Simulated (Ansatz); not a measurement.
# C2H8GeSeSi: rotation by 120° about the Se4–Ge5 bond, part 2 of 2

How high is the barrier for the rotation by 120° about the Se4–Ge5 bond? Relax the two ends, then run a nudged elastic band between them. SMILES of the start: C=C([SiH3])[Se][GeH3].

Ansatz 0.2.0; RHF/def2-SVP.

## 7. The band, image by image

Images 0 and 6 are the ends. Energies count from image 0; the path length is the program's own measure over all atoms.

| image | path (Å) | energy (eV) | dihedral C2–Se4–Ge5–H11 (°) | band force (eV/Å) |
| --- | --- | --- | --- | --- |
| 0 | 0.000 | 0.0000 | 176 | - |
| 1 | 0.793 | 0.0115 | 158 | 0.031 |
| 2 | 1.586 | 0.0370 | 137 | 0.032 |
| 3* | 2.379 | 0.0476 | 117 | 0.023 |
| 4 | 3.315 | 0.0304 | 93 | 0.027 |
| 5 | 4.250 | 0.0100 | 72 | 0.014 |
| 6 | 5.185 | 0.0000 | 56 | - |

The star marks the climbing image.

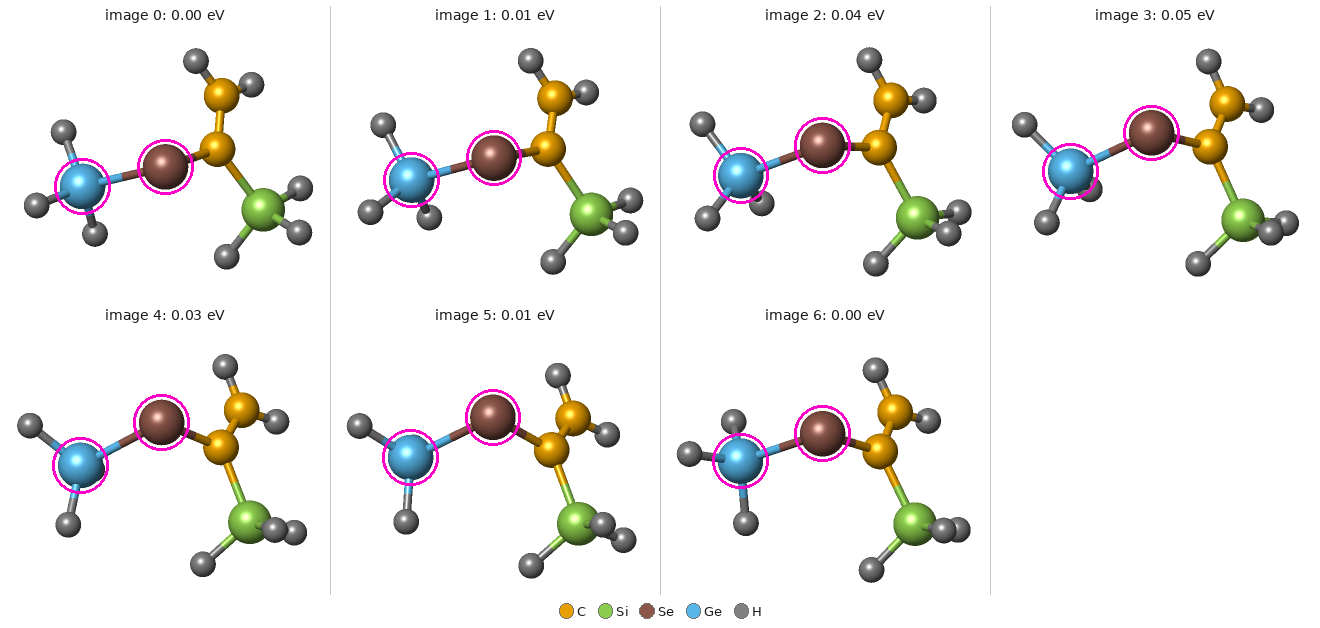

The images of the last band, seen from a free direction. Ringed: Se4, Ge5. Sticks join atoms closer than a bonding distance in each image.

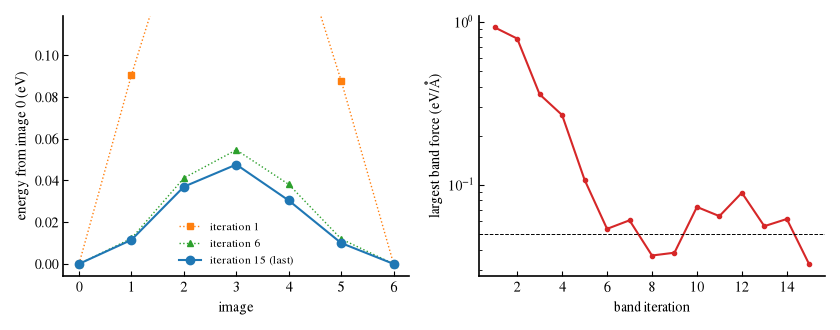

Left: energy of each image for early iterations and the last one (lines only join the points; early values far above the last band run off the scale). Right: the largest band force by iteration, with the threshold dashed.

How the highest energy settled:

```csv
iteration,highest image above image 0 (eV),largest band force (eV/Å)
1,0.1970,0.922
3,0.1021,0.358
5,0.0575,0.107
7,0.0528,0.060
9,0.0513,0.038
11,0.0493,0.064
13,0.0476,0.056
15,0.0476,0.032
```

The band as a trajectory file:

```xyz
13
image=0 dE=0.0000
C    -0.020    1.915    0.091
C    -0.285    0.689    0.524
Si    0.612   -0.118    1.974
Se   -1.737   -0.330   -0.278
Ge   -0.506   -1.359   -2.025
H    -0.564    2.378   -0.726
H     0.764    2.512    0.547
H    -0.343   -0.395    3.070
H     1.670    0.801    2.462
H     1.230   -1.395    1.549
H    -1.486   -2.297   -2.734
H     0.673   -2.146   -1.447
H     0.011   -0.291   -2.993
13
image=1 dE=0.0115
C     0.157    1.912    0.168
C    -0.250    0.702    0.530
Si    0.465   -0.249    1.994
Se   -1.737   -0.152   -0.390
Ge   -0.498   -1.229   -2.105
H    -0.289    2.457   -0.656
H     0.962    2.410    0.700
H    -0.583   -0.463    3.017
H     1.581    0.530    2.585
H     0.968   -1.569    1.550
H    -1.359   -2.393   -2.602
H     0.822   -1.734   -1.518
H    -0.218   -0.257   -3.256
13
image=2 dE=0.0370
C     0.320    1.940    0.301
C    -0.208    0.745    0.535
Si    0.318   -0.376    1.958
Se   -1.700    0.115   -0.544
Ge   -0.485   -1.137   -2.164
H    -0.019    2.582   -0.504
H     1.126    2.321    0.921
H    -0.810   -0.566    2.897
H     1.460    0.244    2.673
H     0.726   -1.701    1.437
H    -1.230   -2.453   -2.406
H     0.916   -1.394   -1.610
H    -0.396   -0.354   -3.478
13
image=3 dE=0.0476
C     0.484    1.937    0.450
C    -0.159    0.779    0.543
Si    0.164   -0.487    1.901
Se   -1.612    0.391   -0.690
Ge   -0.465   -1.042   -2.211
H     0.266    2.665   -0.323
H     1.266    2.199    1.156
H    -1.038   -0.646    2.750
H     1.305   -0.034    2.734
H     0.490   -1.801    1.296
H    -1.088   -2.440   -2.182
H     1.004   -1.096   -1.789
H    -0.599   -0.459   -3.621
13
image=4 dE=0.0304
C     0.659    1.860    0.582
C    -0.109    0.778    0.564
Si   -0.015   -0.579    1.869
Se   -1.488    0.630   -0.799
Ge   -0.425   -0.909   -2.269
H     0.577    2.643   -0.164
H     1.403    2.006    1.359
H    -1.286   -0.666    2.623
H     1.098   -0.280    2.803
H     0.235   -1.886    1.215
H    -0.813   -2.354   -1.944
H     1.089   -0.724   -2.146
H    -0.906   -0.554   -3.678
13
image=5 dE=0.0100
C     0.818    1.711    0.672
C    -0.075    0.731    0.597
Si   -0.206   -0.645    1.880
Se   -1.398    0.764   -0.828
Ge   -0.357   -0.732   -2.350
H     0.869    2.512   -0.057
H     1.540    1.749    1.482
H    -1.521   -0.596    2.557
H     0.875   -0.475    2.881
H    -0.061   -1.966    1.225
H    -0.429   -2.175   -1.844
H     1.105   -0.320   -2.541
H    -1.139   -0.593   -3.659
13
image=6 dE=0.0000
C     0.613    1.750    0.465
C    -0.155    0.675    0.589
Si    0.020   -0.570    1.995
Se   -1.618    0.379   -0.660
Ge   -0.411   -0.815   -2.317
H     0.483    2.474   -0.333
H     1.414    1.949    1.171
H    -1.215   -0.591    2.811
H     1.169   -0.178    2.846
H     0.251   -1.928    1.452
H     0.263   -2.041   -1.695
H     0.649    0.097   -2.942
H    -1.442   -1.237   -3.367
```

## 8. Vibrations at the top

The geometry is the highest inner image of the first converged band.

File input.yaml:

```yaml
crystal:
  periodic: [false, false, false]
  atoms:
    - { symbol: C, position_ang: [0.483966, 1.936771, 0.45016] }
    - { symbol: C, position_ang: [-0.158681, 0.779471, 0.54293] }
    - { symbol: Si, position_ang: [0.16447, -0.487436, 1.900865] }
    - { symbol: Se, position_ang: [-1.611586, 0.391389, -0.689727] }
    - { symbol: Ge, position_ang: [-0.464746, -1.041555, -2.210532] }
    - { symbol: H, position_ang: [0.266356, 2.665152, -0.322851] }
    - { symbol: H, position_ang: [1.266168, 2.198607, 1.155767] }
    - { symbol: H, position_ang: [-1.037592, -0.646132, 2.749513] }
    - { symbol: H, position_ang: [1.304685, -0.034175, 2.734409] }
    - { symbol: H, position_ang: [0.490474, -1.800926, 1.296494] }
    - { symbol: H, position_ang: [-1.087857, -2.440316, -2.181849] }
    - { symbol: H, position_ang: [1.003995, -1.096363, -1.789454] }
    - { symbol: H, position_ang: [-0.599252, -0.459186, -3.620827] }
basis:
  gaussian: { orbitals: def2-SVP }
hamiltonian:
  xc: hf
phonons: {}
```

Started as:

```
$ ansatz run input.yaml --threads 2 --pin off --max-ram 3072MiB --backend cpu --events-out ev --progress --plain --runs-dir out
```

What it wrote (excerpt; [...] marks lines left out):

```text
Warning: RAYON_NUM_THREADS=2 ignored (pool sized by the plan → 2); use --threads N
[...]
Functional definition: HF
[...]
1616 factors; integrals over basis functions are off by at most 3.4e-4 eV
[...]
mean field -131806.82849685 eV, -4843.8116053821 hartree, gradient 1.8e-5 eV, S^2 0.000000; 0 other end points of the search recorded, 0 dependent functions left out
[...]
reference -131806.82849685 eV, -4843.8116053821 hartree; 50, 50 occupied and 100, 100 virtual orbitals, 1616 factors
[...]
1616 factors; integrals over basis functions are off by at most 3.4e-4 eV
[...]
mean field -131806.82837511 eV, -4843.8116009082 hartree, gradient 1.8e-6 eV, S^2 0.000000; 0 other end points of the search recorded, 0 dependent functions left out
[...]
reference -131806.82837511 eV, -4843.8116009082 hartree; 50, 50 occupied and 100, 100 virtual orbitals, 1616 factors
[...]
1616 factors; integrals over basis functions are off by at most 3.4e-4 eV
[...]
WARN: phonons: modes at or below zero, which the zero-point energy, F, S and C_V leave out: 1, the lowest at -92.10 cm⁻¹. A minimum has none, and a first-order saddle one
[...]
Atom 5 at     0.266356     2.665152    -0.322851 Å, force    -0.002478     0.009305     0.007514 eV/Å
Atom 6 at     1.266168     2.198607     1.155767 Å, force    -0.004097     0.008349     0.003539 eV/Å
Atom 7 at    -1.037592    -0.646132     2.749513 Å, force    -0.000621     0.000382     0.001548 eV/Å
Atom 8 at     1.304685    -0.034175     2.734409 Å, force     0.000521    -0.000461    -0.001183 eV/Å
Atom 9 at     0.490474    -1.800926     1.296494 Å, force    -0.001088     0.000603     0.001354 eV/Å
Atom 10 at    -1.087857    -2.440316    -2.181849 Å, force     0.001304    -0.000440     0.002060 eV/Å
Atom 11 at     1.003995    -1.096363    -1.789454 Å, force    -0.000482     0.002508    -0.000437 eV/Å
Atom 12 at    -0.599252    -0.459186    -3.620827 Å, force    -0.001912    -0.000652     0.000090 eV/Å
Dipole moment:     0.317995     0.045929    -0.083139 e Å
Vibrations: -92.10 44.79 95.36 160.15 180.52 288.21 335.04 374.93 469.41 595.02 596.51 714.69 719.44 799.50 825.21 905.11 945.14 965.63 1023.25 1026.77 1036.55 1116.94 1212.09 1527.91 1795.18 2246.33 2259.65 2271.02 2323.61 2330.21 2348.45 3285.10 3380.57 cm⁻¹, zero-point energy 2.367992 eV
```

It took 4 min on 2 threads of AMD EPYC 7B13 (Zen 3), shared host; peak memory 0.52 GiB.

Of 33 modes, 1 is imaginary by more than 30 cm⁻¹ (92i cm⁻¹).

## 9. The band again, with other settings

crystal.atoms is end A as relaxed above, and neb.final_atoms is end B, turned to lie on A. With 5 inner images the band has 7 in all.

File input.yaml:

```yaml
crystal:
  periodic: [false, false, false]
  atoms:
    - { symbol: C, position_ang: [-0.019714, 1.915489, 0.090579] }
    - { symbol: C, position_ang: [-0.284681, 0.689069, 0.523544] }
    - { symbol: Si, position_ang: [0.612278, -0.117737, 1.974169] }
    - { symbol: Se, position_ang: [-1.736833, -0.329761, -0.277597] }
    - { symbol: Ge, position_ang: [-0.505638, -1.359136, -2.024574] }
    - { symbol: H, position_ang: [-0.56379, 2.377874, -0.725705] }
    - { symbol: H, position_ang: [0.76383, 2.512369, 0.546903] }
    - { symbol: H, position_ang: [-0.343223, -0.395494, 3.070152] }
    - { symbol: H, position_ang: [1.670298, 0.800985, 2.461629] }
    - { symbol: H, position_ang: [1.229644, -1.394883, 1.549288] }
    - { symbol: H, position_ang: [-1.485854, -2.297042, -2.733978] }
    - { symbol: H, position_ang: [0.6734, -2.145714, -1.446551] }
    - { symbol: H, position_ang: [0.010683, -0.290719, -2.99296] }
basis:
  gaussian: { orbitals: def2-SVP }
hamiltonian:
  xc: hf
neb:
  order_check: false
  images: 5
  f_tol: 0.05
  max_iterations: 60
  initial_path: idpp
  optimiser: lbfgs
  climbing: true
  final_atoms:
    - { symbol: C, position_ang: [0.24578192, 1.89137983, 0.12463682] }
    - { symbol: C, position_ang: [-0.22755101, 0.71405816, 0.51433909] }
    - { symbol: Si, position_ang: [0.421766, -0.21973149, 2.01925232] }
    - { symbol: Se, position_ang: [-1.73720006, -0.08294195, -0.42065279] }
    - { symbol: Ge, position_ang: [-0.52150443, -1.25108366, -2.08924777] }
    - { symbol: H, position_ang: [-0.15609917, 2.43085411, -0.72597435] }
    - { symbol: H, position_ang: [1.06602308, 2.36661259, 0.65365529] }
    - { symbol: H, position_ang: [-0.65142687, -0.36513597, 3.02842956] }
    - { symbol: H, position_ang: [1.553591, 0.53832539, 2.60670067] }
    - { symbol: H, position_ang: [0.88687145, -1.56924569, 1.62511796] }
    - { symbol: H, position_ang: [0.49680183, -2.1899527, -1.43788057] }
    - { symbol: H, position_ang: [0.20225124, -0.25193163, -2.9968672] }
    - { symbol: H, position_ang: [-1.55890498, -2.045907, -2.88661003] }
```

Started as:

```
$ ansatz run input.yaml --threads 2 --pin off --max-ram 3072MiB --backend cpu --events-out ev --progress --plain --runs-dir out
```

What it wrote (excerpt; [...] marks lines left out):

```text
Warning: RAYON_NUM_THREADS=2 ignored (pool sized by the plan → 2); use --threads N
[...]
[... 1 set-up line as earlier in the session ...]
[...]
1616 factors; integrals over basis functions are off by at most 3.1e-4 eV
[...]
mean field -131806.87611649 eV, -4843.8133553714 hartree, gradient 1.8e-5 eV, S^2 0.000000; 0 other end points of the search recorded, 0 dependent functions left out
[...]
reference -131806.87611649 eV, -4843.8133553714 hartree; 50, 50 occupied and 100, 100 virtual orbitals, 1616 factors
1616 factors; integrals over basis functions are off by at most 5.6e-4 eV
[...]
mean field -131806.87613573 eV, -4843.8133560785 hartree, gradient 1.8e-5 eV, S^2 0.000000; 0 other end points of the search recorded, 0 dependent functions left out
[...]
reference -131806.87613573 eV, -4843.8133560785 hartree; 50, 50 occupied and 100, 100 virtual orbitals, 1616 factors
[...]
Atom 4 at    -0.457509    -0.976736    -2.264846 Å, force    -0.009705    -0.013819    -0.010010 eV/Å
Atom 5 at     0.308405     2.524653    -0.423895 Å, force    -0.013603     0.010259     0.005063 eV/Å
Atom 6 at     1.318780     2.111560     1.062108 Å, force    -0.011255     0.009459     0.009341 eV/Å
Atom 7 at    -1.074735    -0.550842     2.847333 Å, force     0.010860    -0.013758     0.004438 eV/Å
Atom 8 at     1.278065     0.020668     2.805711 Å, force    -0.005718    -0.006528    -0.004163 eV/Å
Atom 9 at     0.445192    -1.831410     1.490554 Å, force    -0.002499     0.012115    -0.014073 eV/Å
Atom 10 at    -0.941839    -2.430784    -2.280462 Å, force     0.002375     0.019349     0.009154 eV/Å
Atom 11 at     1.028215    -0.905165    -1.910831 Å, force    -0.001568    -0.008493    -0.010626 eV/Å
Atom 12 at    -0.718741    -0.346133    -3.637277 Å, force     0.005332    -0.010755     0.014231 eV/Å
Dipole moment:     0.329666     0.060073    -0.114819 e Å
this run last wrote the band of iteration 34 to <dir>; this run last wrote the band within `neb.f_tol` of iteration 30 to <dir>
```

Run time: 11 min. Hardware: 2 threads of AMD EPYC 7B13 (Zen 3), shared host; peak memory 0.53 GiB.

## 10. The band, image by image

The 5 inner images lie between the fixed ends 0 and 6. Energy is taken from image 0, and the path length is the program's own coordinate along the band.

| image | path (Å) | energy (eV) | dihedral C2–Se4–Ge5–H11 (°) | band force (eV/Å) |
| --- | --- | --- | --- | --- |
| 0 | 0.000 | 0.0000 | 176 | - |
| 1 | 0.821 | 0.0120 | 157 | 0.009 |
| 2 | 1.643 | 0.0401 | 137 | 0.009 |
| 3* | 2.464 | 0.0529 | 116 | 0.030 |
| 4 | 3.286 | 0.0364 | 95 | 0.019 |
| 5 | 4.108 | 0.0114 | 75 | 0.017 |
| 6 | 4.931 | 0.0000 | 56 | - |

The star marks the climbing image.

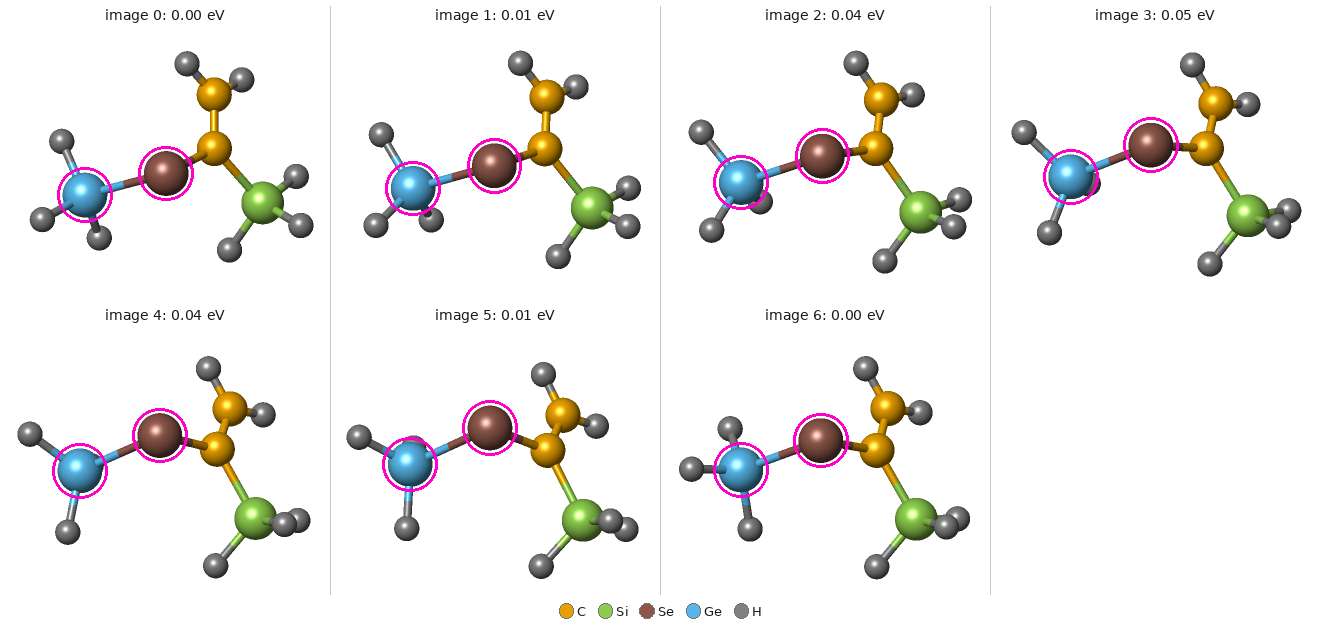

Snapshots along the band, viewed from a free direction. Ringed: Se4, Ge5. Sticks join atoms closer than a bonding distance in each image.

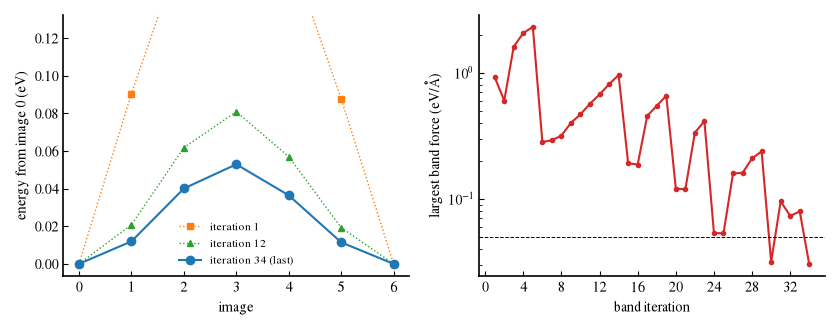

Left: energy of each image for early iterations and the last one (lines only join the points; early values far above the last band run off the scale). Right: the largest band force by iteration, with the threshold dashed.

## 11. Summary of results

The summary covers parts 1 to 2.

| quantity | value |
| --- | --- |
| end A | 24 moves, 0.480 eV lower |
| end B | 24 moves, 0.475 eV lower |
| first band: barrier forwards | 0.048 eV |
| first band: barrier backwards | 0.048 eV |
| first band: second end relative to first | 0.000 eV |
| first band: highest image | 3 of 0 to 6, climbing |
| first band: band iterations | 15 |
| imaginary modes at the top | 92i cm⁻¹ |
| second band | top 0.053 eV above image 0, 34 iterations, 5 inner images |
| time, first and second band | 4.7 min and 11 min |

**Reading.** In the first band: the barrier from the first end is 0.048 eV, 1.8 times kT at 300 K. The two ends lie within 1 meV of each other. The listed dihedral goes from 176° at end A through 117° at the highest image to 56° at end B. One imaginary mode, as a first-order saddle point has. The second band's top lies 5 meV above the first's, so the changed settings hardly move the height. Zero-point energy and entropy are left out.
